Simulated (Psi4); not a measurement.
# [SnH3]− (SMILES [H][Sn-]([H])[H]): HF/STO-3G

What is the vertical ionisation energy of [SnH3]− at HF/STO-3G? 

The calculation is run with Psi4 1.11.

### Step 1. Starting point

The species is [SnH3]− (4 atoms), meant as a singlet with charge -1. As SMILES, `[H][Sn-]([H])[H]`. The shape comes from GFN2-xTB, which is rough for such elements, and wasn't checked as a minimum.

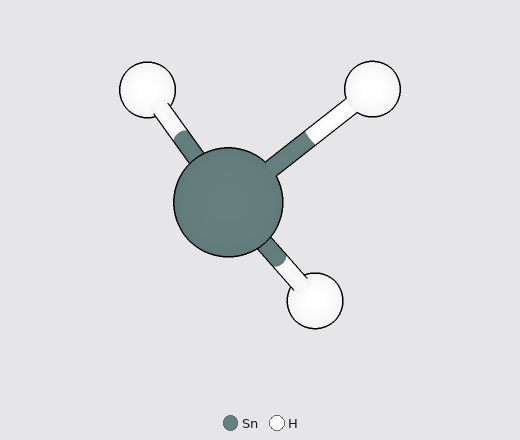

Viewed from a chosen angle; tin teal, hydrogen white.

### Step 2. The energy at HF/STO-3G

Contents of job.dat:

```
memory 1600 MB

molecule {
  -1 1
  Sn    -0.006380     0.005730     0.791670
  H      1.637790    -0.033600    -0.251650
  H     -0.786860     1.432510    -0.280410
  H     -0.844540    -1.404640    -0.259610
  symmetry c1
  no_reorient
  no_com
}

set {
  basis         STO-3G
  reference     rhf
  puream        true
  e_convergence 1e-09
  d_convergence 1e-08
  scf_type      pk
}

E, wfn = energy('scf', return_wfn=True)
oeprop(wfn, 'MAYER_INDICES', 'MULLIKEN_CHARGES', 'WIBERG_LOWDIN_INDICES')
```

Run with:

```
$ psi4 job.dat job.out -n 1
```

job.out:

```text
[...]
  Running in c1 symmetry.
[...]
  Nuclear repulsion =   41.307032599644529
[...]
  Multiplicity = 1
[...]
  Nalpha       = 27
  Nbeta        = 27
[...]
    Number of basis functions: 30
[...]
   @RHF iter   1: -5964.41857296010585   -2.97226e+00   1.81305e-02 DIIS/ADIIS
[...]
   @RHF iter   8: -5964.78850744417650   -3.63798e-12   3.05789e-09 DIIS
[...]
    Orbital Energies [Eh]
    ---------------------
    Doubly Occupied:
       1A   -1029.478851     2A   -153.113934     3A   -144.942966
       4A   -144.942965     5A   -144.942518     6A    -29.196216
       7A    -26.178827     8A    -26.178825     9A    -26.176658
      10A    -17.781051    11A    -17.781051    12A    -17.778962
      13A    -17.778961    14A    -17.778460    15A     -4.422593
      16A     -3.177326    17A     -3.177311    18A     -3.168506
      19A     -0.499103    20A     -0.499098    21A     -0.491483
      22A     -0.491469    23A     -0.487347    24A     -0.227843
      25A     -0.052356    26A     -0.052202    27A      0.098385
[...]
  @RHF Final Energy: -5964.78850744417650
   => Energetics <=
    Nuclear Repulsion Energy =             41.3070325996445291
    One-Electron Energy =               -8350.7940827108850499
    Two-Electron Energy =                2344.6985426670639754
    Total Energy =                      -5964.7885074441765028
[...]
 Multipole Moments:
 ------------------------------------------------------------------------------------
     Multipole            Electronic (a.u.)      Nuclear  (a.u.)        Total (a.u.)
 ------------------------------------------------------------------------------------
 L = 1.  Multiply by 2.5417464519 to convert [e a0] to [Debye]
 Dipole X            :          0.5966959           -0.5907473            0.0059487
 Dipole Y            :         -0.5364044            0.5305784           -0.0058260
 Dipole Z            :        -74.1112336           73.3059346           -0.8052990
 Magnitude           :                                                    0.8053420
[...]
  Mulliken Charges: (a.u.)
   Center  Symbol    Alpha    Beta     Spin     Total
       1    SN    24.98735 24.98735  0.00000  0.02529
       2     H     0.67086  0.67086  0.00000 -0.34172
       3     H     0.67087  0.67087  0.00000 -0.34174
       4     H     0.67092  0.67092  0.00000 -0.34183
   Total alpha = 27.00000, Total beta = 27.00000, Total charge = -1.00000
  Mayer Bond Indices:
[...]
```

Wall time 2 s (1 thread of Intel Xeon Platinum 8259CL at 2.50GHz (Skylake/Cascade Lake), shared host); peak memory 0.18 GiB.

### Step 3. Doublet neutral SnH3: energy and forces at UHF/STO-3G

Contents of h3sn.in:

```
memory 1.6 GB

molecule m {
  0 2
  Sn
  H 1 R2
  H 1 R3 2 A3
  H 1 R4 2 A4 3 D4

  R2 = 1.947655
  R3 = 1.947872
  A3 = 93.33705
  R4 = 1.94855
  A4 = 93.41078
  D4 = 93.70187
  symmetry c1
  no_reorient
  no_com
}

set {
  basis         STO-3G
  reference     uhf
  puream        true
  e_convergence 1e-09
  d_convergence 1e-08
  scf_type      pk
  maxiter       200
}

e, wfn = gradient('scf', return_wfn=True)
oeprop(wfn, 'QUADRUPOLE', 'WIBERG_LOWDIN_INDICES', 'LOWDIN_CHARGES', title='SCF')
```

Run with:

```
$ psi4 h3sn.in h3sn.out -n 1
```

h3sn.out, cut to the lines that bear on the results:

```text
[...]
  Running in c1 symmetry.
[...]
  Nuclear repulsion =   41.307027364365311
[...]
  Multiplicity = 2
[...]
  Nalpha       = 27
  Nbeta        = 26
[...]
    Number of basis functions: 30
[...]
   @UHF iter   1: -5964.65953781804092   -3.21322e+00   1.52716e-02 DIIS/ADIIS
[...]
   @UHF iter  13: -5964.90079572250943   -3.63798e-12   2.59847e-09 DIIS
[...]
   @S^2 Observed:                7.521590703E-01
[...]
  @UHF Final Energy: -5964.90079572250943
   => Energetics <=
    Nuclear Repulsion Energy =             41.3070273643653110
    One-Electron Energy =               -8332.9337163052186952
    Two-Electron Energy =                2326.7258932183426623
    Total Energy =                      -5964.9007957225094287
  UHF NO Occupations:
  HONO-2 :   25  A 1.9994756
  HONO-1 :   26  A 1.9994621
[...]
  -Total Gradient:
     Atom            X                  Y                   Z
    ------   -----------------  -----------------  -----------------
       1       -0.098437727370    -0.092219832344    -0.087137737322
       2        0.011035891406     0.010403881895     0.075248999002
       3        0.010973665202     0.075767225876     0.006020881995
       4        0.076428170751     0.006048724567     0.005867856313
[...]
 Multipole Moments:
 ------------------------------------------------------------------------------------
     Multipole            Electronic (a.u.)      Nuclear  (a.u.)        Total (a.u.)
 ------------------------------------------------------------------------------------
 L = 1.  Multiply by 2.5417464519 to convert [e a0] to [Debye]
 Dipole X            :         -2.7457016            2.0741682           -0.6715334
 Dipole Y            :         -2.5731902            1.9437410           -0.6294492
 Dipole Z            :         -2.4310771            1.8361970           -0.5948801
 Magnitude           :                                                    1.0959223
 L = 2.  Multiply by 1.3450342976 to convert [e a0^2] to [Debye ang]
 Quadrupole XX       :        -33.2579460           13.2817887          -19.9761573
 Quadrupole XY       :          1.2851370           -1.0323289            0.2528081
[...]
```

Run time: 2.7 s. Hardware: 1 thread of Intel Xeon Platinum 8259CL at 2.50GHz (Skylake/Cascade Lake), shared host; peak memory 0.19 GiB.

### Step 4. Outcome

Level: HF/STO-3G.

| quantity | value |
| --- | --- |
| singlet [SnH3]−: total energy | -5964.78851 Eh |
| singlet [SnH3]−: HOMO energy | 2.68 eV |
| singlet [SnH3]−: LUMO energy | 17.11 eV |
| singlet [SnH3]−: HOMO–LUMO gap (to an unbound level, set by the basis) | 14.44 eV |
| doublet neutral SnH3: total energy | -5964.90080 Eh |
| doublet neutral SnH3: dipole moment | 2.79 D |
| doublet neutral SnH3: HOMO energy (highest over α and β) | -6.88 eV |
| doublet neutral SnH3: LUMO energy (lowest over α and β) | 3.44 eV |
| doublet neutral SnH3: ⟨S²⟩ | 0.752 |
| doublet neutral SnH3: largest force on an atom | 8.258 eV/Å |
| vertical detachment energy (to the doublet neutral) | -3.056 eV |

In words: The species is unbound against losing an electron at this level, by 3.06 eV (−70 kcal/mol); missing correlation or diffuse functions can give that sign where the real anion is bound. In a minimal basis such a difference can be off by several eV, whatever the method. The HOMO (singlet [SnH3]−) lies at positive energy, 2.68 eV: the electron is unbound at this level or held by a compact basis; values depend on the basis. Relativity is left out (singlet [SnH3]−) although the molecule holds a heavy atom. Relativity is left out (doublet neutral SnH3) although the molecule holds a heavy atom.
